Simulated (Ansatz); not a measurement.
# CH5AlF2O: two geometries relaxed

Aim: relax the geometries before and after the reaction (exchange4), and see whether they are two minima and how far apart in energy. Meant to form: Al1–O6, H5–F2; to break: Al1–F2, H5–O6. The start is a guess near the saddle point, from which both ends are pulled out.

All numbers below are computed with Ansatz 0.2.0 (RKS B3LYP/def2-SVP).

### 1 Starting point

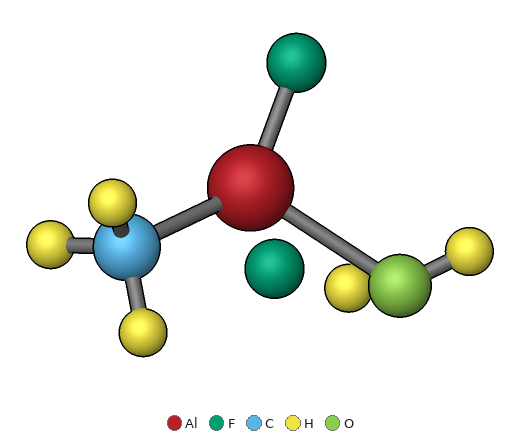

Start, viewed from a chosen angle; aluminium red, fluorine teal, carbon blue, hydrogen yellow, oxygen green.

As a file:

```xyz
10

Al   -0.2854   -0.5481   -0.0549
F    -1.7692    0.8657   -0.5629
C     1.4398   -0.1895   -0.9201
F    -1.1344   -1.9264    0.2531
H    -1.4560    0.9740    0.5954
O    -0.7800    0.7245    1.6440
H     1.8119    0.7797   -0.5850
H     2.1948   -0.9422   -0.6874
H     1.3476   -0.1429   -2.0070
H    -1.3691    0.4053    2.3248
```

### 2 A restrained relaxation towards end A

Springs on the bonds that form and break draw the guess towards this end; the thresholds are loose.

input.yaml

```yaml
crystal:
  periodic: [false, false, false]
  atoms:
    - { symbol: Al, position_ang: [-0.2854, -0.5481, -0.0549] }
    - { symbol: F, position_ang: [-1.7692, 0.8657, -0.5629] }
    - { symbol: C, position_ang: [1.4398, -0.1895, -0.9201] }
    - { symbol: F, position_ang: [-1.1344, -1.9264, 0.2531] }
    - { symbol: H, position_ang: [-1.456, 0.974, 0.5954] }
    - { symbol: O, position_ang: [-0.78, 0.7245, 1.644] }
    - { symbol: H, position_ang: [1.8119, 0.7797, -0.585] }
    - { symbol: H, position_ang: [2.1948, -0.9422, -0.6874] }
    - { symbol: H, position_ang: [1.3476, -0.1429, -2.007] }
    - { symbol: H, position_ang: [-1.3691, 0.4053, 2.3248] }
basis:
  gaussian: { orbitals: def2-SVP }
hamiltonian:
  xc: b3lyp
relax:
  f_tol: 0.15
  max_steps: 25
  restrain:
    - { distance: [0, 5], at: 3.17, k: 30.0 }
    - { distance: [4, 1], at: 2.18, k: 30.0 }
    - { distance: [0, 1], at: 1.78, k: 30.0 }
    - { distance: [4, 5], at: 0.97, k: 30.0 }
```

The run is started by

```bash
ansatz run input.yaml --threads 2 --pin off --max-ram 3072MiB --backend cpu --events-out ev --progress --plain --runs-dir out
```

The program printed, shortened:

```text
Warning: RAYON_NUM_THREADS=2 ignored (pool sized by the plan → 2); use --threads N
[...]
Functional definition: B3LYP
[...]
1020 factors; integrals over basis functions are off by at most 3.9e-4 eV
[...]
mean field -15192.00008529 eV, -558.2957056270 hartree, gradient 7.1e-5 eV, S^2 0.000000; 0 other end points of the search recorded, 0 dependent functions left out
[...]
reference -15192.00033299 eV, -558.2957147297 hartree; 25, 25 occupied and 74, 74 virtual orbitals, 1020 factors
relax step   1: F+E_penalty+E_count = -15192.00008529 eV  Δ(F+E_penalty+E_count) = +0.000e0 eV  max|allowed force component| = 3.618e0 eV/Å  E_restraint = 32.00068968 eV  max|allowed force component, restraints' pulls added| = 3.681e1 eV/Å  Δτ_max = 0.0000 Å  (24 SCF iters, accepted)
[...]
relax step   3: F+E_penalty+E_count = -15192.30962501 eV  Δ(F+E_penalty+E_count) = -3.600e-1 eV  max|allowed force component| = 2.691e0 eV/Å  E_restraint = 4.52090507 eV  max|allowed force component, restraints' pulls added| = 1.148e1 eV/Å  Δτ_max = 0.1947 Å  (34 SCF iters, accepted)
[...]
relax step   5: F+E_penalty+E_count = -15192.59974128 eV  Δ(F+E_penalty+E_count) = -1.448e-1 eV  max|allowed force component| = 1.312e0 eV/Å  E_restraint = 0.05180011 eV  max|allowed force component, restraints' pulls added| = 7.240e-1 eV/Å  Δτ_max = 0.1946 Å  (27 SCF iters, accepted)
[...]
  distance Al 0 - O 5 = 3.1535 Å
  distance H 4 - F 1 = 2.1788 Å
  distance Al 0 - F 1 = 1.7344 Å
  distance H 4 - O 5 = 0.9714 Å
1020 factors; integrals over basis functions are off by at most 7.6e-4 eV
mean field -15192.65633792 eV, -558.3198224662 hartree, gradient 8.8e-6 eV, S^2 0.000000; 1 other end points of the search recorded, 0 dependent functions left out
[...]
reference -15192.65659806 eV, -558.3198320261 hartree; 25, 25 occupied and 74, 74 virtual orbitals, 1020 factors
Total energy: -15192.65659806 eV, -558.3198320261 hartree
Atom 0 at    -0.358836    -0.663391    -0.538899 Å, force    -1.123537     1.197736     0.241673 eV/Å
Atom 1 at    -1.636200     0.491993    -0.742555 Å, force     1.014021    -0.896733     0.172978 eV/Å
Atom 2 at     1.453949    -0.256077    -1.048150 Å, force     0.042943    -0.007049    -0.035297 eV/Å
Atom 3 at    -0.886790    -2.143713     0.002334 Å, force     0.003647    -0.006080     0.009426 eV/Å
Atom 4 at    -1.510649     1.372412     1.246463 Å, force    -0.020999    -0.004772    -0.050698 eV/Å
Atom 5 at    -0.960873     1.105451     2.001487 Å, force     0.091903    -0.297619    -0.353897 eV/Å
Atom 6 at     1.779900     0.671657    -0.550027 Å, force     0.001186     0.004298    -0.002175 eV/Å
Atom 7 at     2.153380    -1.061417    -0.774255 Å, force    -0.014650     0.003182    -0.002948 eV/Å
Atom 8 at     1.530156    -0.089810    -2.136346 Å, force    -0.003322    -0.003031     0.019774 eV/Å
Atom 9 at    -1.564036     0.572995     2.539948 Å, force     0.008806     0.010068     0.001165 eV/Å
Dipole moment:     0.117549     0.029054    -0.066220 e Å
```

It took 19 s on 2 threads of Arm Neoverse V2, shared host; peak memory 0.2 GiB.

Relaxation path:

```csv
step,energy from step 1 (eV),largest force component (eV/Å)
1,0.0000,3.6180
2,0.0504,4.3701
3,-0.3095,2.6914
4,-0.4549,1.5763
5,-0.5997,1.3124
6,-0.6232,1.4267
7,-0.6322,1.2588
8,-0.6429,1.1204
9,-0.6563,1.1977
```

Step 1 is the start. Energies and forces in the table leave out the springs, which the log lists apart; the run stops on the force with the springs' pull added.

After: Bond lengths: Al1–F2 1.734 Å, Al1–C3 1.927 Å, Al1–F4 1.662 Å, H5–O6 0.971 Å, C3–H7 1.102 Å, C3–H8 1.101 Å, C3–H9 1.103 Å, O6–H10 0.968 Å. Angles: F2–Al1–C3 121.4°, F2–Al1–F4 113.4°, C3–Al1–F4 125.0°, Al1–C3–H7 109.7°, Al1–C3–H8 112.2°, Al1–C3–H9 110.9°, H7–C3–H8 108.4°, H7–C3–H9 107.4°, H8–C3–H9 108.2°, H5–O6–H10 103.3°.

Pairs that crossed the distance rule for bonds on the way: came closer H5–O6; moved apart Al1–O6.

### 3 Relaxing end A

It starts where the restrained run ended.

input.yaml

```yaml
crystal:
  periodic: [false, false, false]
  atoms:
    - { symbol: Al, position_ang: [-0.358836, -0.663391, -0.538899] }
    - { symbol: F, position_ang: [-1.6362, 0.491993, -0.742555] }
    - { symbol: C, position_ang: [1.453949, -0.256077, -1.04815] }
    - { symbol: F, position_ang: [-0.88679, -2.143713, 0.002334] }
    - { symbol: H, position_ang: [-1.510649, 1.372412, 1.246463] }
    - { symbol: O, position_ang: [-0.960873, 1.105451, 2.001487] }
    - { symbol: H, position_ang: [1.7799, 0.671657, -0.550027] }
    - { symbol: H, position_ang: [2.15338, -1.061417, -0.774255] }
    - { symbol: H, position_ang: [1.530156, -0.08981, -2.136346] }
    - { symbol: H, position_ang: [-1.564036, 0.572995, 2.539948] }
basis:
  gaussian: { orbitals: def2-SVP }
hamiltonian:
  xc: b3lyp
relax:
  f_tol: 0.03
  max_steps: 50
```

The run is started by

```bash
ansatz run input.yaml --threads 2 --pin off --max-ram 3072MiB --backend cpu --events-out ev --progress --plain --runs-dir out
```

The program printed, shortened:

```text
Warning: RAYON_NUM_THREADS=2 ignored (pool sized by the plan → 2); use --threads N
[...]
Functional definition: B3LYP
[...]
1017 factors; integrals over basis functions are off by at most 4.2e-4 eV
[...]
mean field -15192.65632640 eV, -558.3198220428 hartree, gradient 1.6e-5 eV, S^2 0.000000; 0 other end points of the search recorded, 0 dependent functions left out
[...]
reference -15192.65658675 eV, -558.3198316105 hartree; 25, 25 occupied and 74, 74 virtual orbitals, 1017 factors
relax step   1: F+E_penalty+E_count = -15192.65632640 eV  Δ(F+E_penalty+E_count) = +0.000e0 eV  max|allowed force component| = 1.198e0 eV/Å  Δτ_max = 0.0000 Å  (25 SCF iters, accepted)
[...]
relax step   5: F+E_penalty+E_count = -15193.42793501 eV  Δ(F+E_penalty+E_count) = -1.349e-1 eV  max|allowed force component| = 7.189e-1 eV/Å  Δτ_max = 0.1951 Å  (27 SCF iters, accepted)
[...]
Total energy: -15193.52975383 eV, -558.3519199088 hartree
Atom 0 at    -0.490594    -0.262411    -0.289533 Å, force    -0.002432    -0.001016    -0.002191 eV/Å
Atom 1 at    -1.664696     0.740426    -0.972921 Å, force     0.000355     0.000688     0.001364 eV/Å
Atom 2 at     1.351711    -0.147478    -0.888439 Å, force    -0.000163     0.001497     0.002827 eV/Å
Atom 3 at    -1.106779    -1.725995     0.283436 Å, force     0.000106     0.001425     0.000394 eV/Å
Atom 4 at    -1.433742     1.264563     1.364151 Å, force     0.003207    -0.002689     0.000204 eV/Å
Atom 5 at    -0.734815     0.601154     1.503474 Å, force    -0.000706    -0.001322    -0.001131 eV/Å
Atom 6 at     1.708914     0.895647    -0.923079 Å, force    -0.000660    -0.000117    -0.001078 eV/Å
Atom 7 at     2.035994    -0.716038    -0.236518 Å, force    -0.000504     0.001548     0.001398 eV/Å
Atom 8 at     1.458409    -0.558791    -1.907012 Å, force    -0.000982    -0.001186     0.001697 eV/Å
Atom 9 at    -1.124402    -0.090977     2.066440 Å, force     0.001780     0.001172    -0.003483 eV/Å
Dipole moment:    -0.009125     0.354598     0.697726 e Å
```

It took 36 s on 2 threads of Arm Neoverse V2, shared host; peak memory 0.2 GiB.

The steps of the relaxation:

```csv
step,energy from step 1 (eV),largest force component (eV/Å)
1,0.0000,1.1977
2,-0.1533,1.1338
3,-0.3414,1.3871
4,-0.6367,0.9079
5,-0.7716,0.7189
6,-0.8431,0.2685
7,-0.8574,0.3763
8,-0.8602,0.1992
9,-0.8677,0.0367
10,-0.8678,0.0362
11,-0.8686,0.1770
12,-0.8699,0.0714
13,-0.8713,0.0273
14x,-0.8675,0.3306
15,-0.8724,0.0560
16,-0.8725,0.1004
17,-0.8730,0.0378
18,-0.8732,0.0035
```

Step 1 is the start. 1 step was tried and not accepted (marked x).

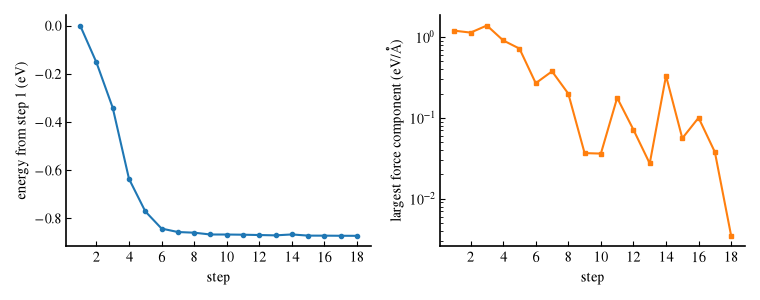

Energy and largest force along the relaxation.

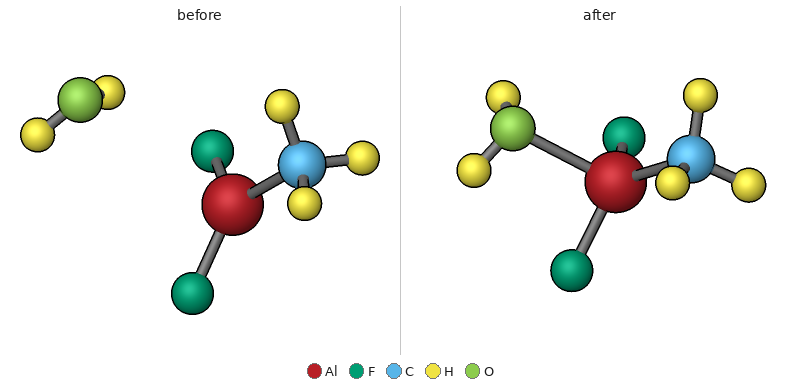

The structure before (left) and after (right), drawn at the same scale.

After: Bond lengths: Al1–F2 1.689 Å, Al1–C3 1.941 Å, Al1–F4 1.688 Å, Al1–O6 2.005 Å, H5–O6 0.974 Å, C3–H7 1.103 Å, C3–H8 1.103 Å, C3–H9 1.104 Å, O6–H10 0.974 Å. Angles (14 of 15 angles, heavy atoms first): F2–Al1–C3 120.0°, F2–Al1–F4 113.5°, F2–Al1–O6 91.2°, C3–Al1–F4 120.2°, C3–Al1–O6 111.5°, F4–Al1–O6 91.5°, Al1–C3–H7 111.9°, Al1–C3–H8 112.1°, Al1–C3–H9 110.8°, Al1–O6–H5 104.7°, Al1–O6–H10 105.0°, H7–C3–H8 107.8°, H7–C3–H9 107.0°, H8–C3–H9 107.1°.

Pairs that crossed the distance rule for bonds on the way: came closer Al1–O6.

(Part 1 of 2 ends here.)
